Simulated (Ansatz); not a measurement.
**CH7GeNO: ladder of methods at one geometry, by script**

The task is a ladder of methods at one geometry, for CH7GeNO. SMILES: N[CH2][GeH2][OH].

Program: Ansatz 0.2.0 through its Python package. The levels of theory stand in the script. These are calculated values, not measurements.

## (1) The system

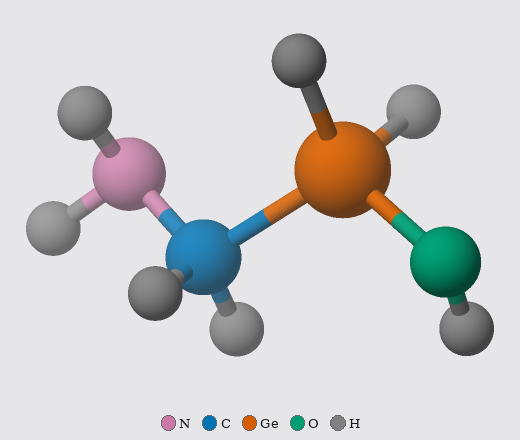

The starting structure, viewed from a chosen angle; nitrogen pink, carbon blue, germanium orange, oxygen teal, hydrogen grey.

The script reads ch7geno.xyz:

```xyz
11

N    -0.51900    1.65300   -0.11800
C    -0.74620    0.24880   -0.13830
Ge    0.93640   -0.61990    0.16720
O     0.82100   -2.38550    0.15420
H    -1.49050    2.12310   -0.37270
H    -0.33250    2.00560    0.84530
H    -1.09990   -0.07050   -1.12380
H    -1.42580   -0.03710    0.64420
H     1.52220   -0.17040    1.60600
H     1.97370   -0.20870   -0.90380
H     0.42600   -2.59540   -0.73990
```

## (2) Script

The input, run_methods.py:

```python
# -*- coding: utf-8 -*-
'''One geometry of CH7GeNO, method by method.'''

from dataclasses import dataclass
import warnings

import ansatz as az


@dataclass(frozen=True)
class RunConfig:
    basis_set: str = 'def2-SVP'


opts = RunConfig()


def main():
    warnings.simplefilter('ignore', az.DeckWarning)

    geometry = az.Crystal.molecule_from_extxyz('ch7geno.xyz')

    job = geometry.calculation().basis(gaussian=opts.basis_set)

    methods = ['mp2', 'ccsd', 'ccsd_t']
    reports = [job.correlation(m).run().report for m in methods]
    print(f'Hartree-Fock reference {reports[0]["reference_energy_ev"] / 27.211386246:.6f} Ha')
    best = reports[-1]['free_energy_ev'] - reports[-1]['reference_energy_ev']
    for method, each in zip(methods, reports):
        gained = each['free_energy_ev'] - each['reference_energy_ev']
        print(f'{method:8s} total {each["free_energy_ev"] / 27.211386246:.6f} Ha  correlation {gained:9.4f} eV  ({100 * gained / best:.1f} % of the last)')


if __name__ == '__main__':
    main()
```

## (3) The input behind the calls

The engine receives this input (first run):

```yaml
crystal:
  periodic: [false, false, false]
  atoms:
    - { symbol: "N", position_ang: [-0.519, 1.653, -0.118] }
    - { symbol: C, position_ang: [-0.7462, 0.2488, -0.1383] }
    - { symbol: Ge, position_ang: [0.9364, -0.6199, 0.1672] }
    - { symbol: O, position_ang: [0.821, -2.3855, 0.1542] }
    - { symbol: H, position_ang: [-1.4905, 2.1231, -0.3727] }
    - { symbol: H, position_ang: [-0.3325, 2.0056, 0.8453] }
    - { symbol: H, position_ang: [-1.0999, -0.0705, -1.1238] }
    - { symbol: H, position_ang: [-1.4258, -0.0371, 0.6442] }
    - { symbol: H, position_ang: [1.5222, -0.1704, 1.606] }
    - { symbol: H, position_ang: [1.9737, -0.2087, -0.9038] }
    - { symbol: H, position_ang: [0.426, -2.5954, -0.7399] }
basis:
  gaussian:
    orbitals: def2-SVP
correlation:
  method: mp2
```

## (4) Launch

Launch:

```
python run_methods.py
```

What it wrote:

```text
Hartree-Fock reference -2246.208752 Ha
mp2      total -2246.952595 Ha  correlation  -20.2410 eV  (93.2 % of the last)
ccsd     total -2246.986045 Ha  correlation  -21.1512 eV  (97.4 % of the last)
ccsd_t   total -2247.006507 Ha  correlation  -21.7080 eV  (100.0 % of the last)
```

Run time: 40 s. Hardware: 1 thread of Arm Neoverse V1, shared host; peak memory 0.6 GiB.

## (5) Inputs of later runs

The engine's inputs for the other runs:

Run 2, against run 1:

```diff
@@ -19 +19 @@
-  method: mp2
+  method: ccsd
```

Run 3, against run 1:

```diff
@@ -19 +19 @@
-  method: mp2
+  method: ccsd_t
```

## (6) Run by run

From the records of these 3 runs:

```tsv
run	method	energy (eV)	iterations in all	CPU time (s)
1	mp2	-61142.6949	11	2.2
2	ccsd	-61143.6052	18	12
3	ccsd_t	-61144.1620	18	25
```

Correlation energies (total less mean field):

```tsv
method	correlation (eV)	share of the last	miss against the last (eV)	CPU time (s)
mp2	-20.241	93.2 %	+1.467	2.2
ccsd	-21.151	97.4 %	+0.557	12
ccsd_t	-21.708	100.0 %	+0.000	25
```

## (7) Results

| quantity | value |
| --- | --- |
| runs compared | 3 |
| correlation energy, last run | -21.708 eV |

mp2 catches 93 % of the correlation energy of ccsd_t. The dearest, run 3 (ccsd_t), took some 11 times as long as run 1 (mp2). What to keep in mind:
- The geometry is a force-field or estimated start, not a minimum of this method, and the basis set is short of its limit. A lower total doesn't mark the better method: functionals have no common bound, and MP2 and coupled cluster aren't variational.
- Inner cores stay frozen; a filled d shell under the valence of the heavier atoms is correlated with it.
